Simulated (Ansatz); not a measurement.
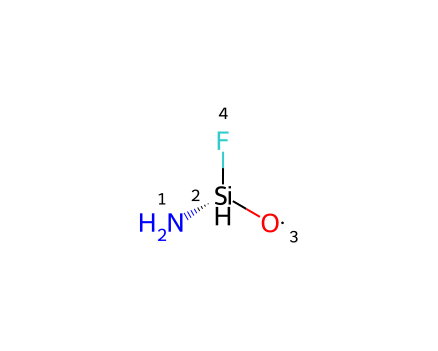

A structural formula, with wedges where it has stereocentres; small numbers name the atoms. The configuration is that of a computed structure (PBE-D4/def2-SVP).

Question: Assign CIP descriptors.

Answer: Si2: S.

Question: Give a SMILES with the stereochemistry.

Answer: N[Si@@H]([O])F
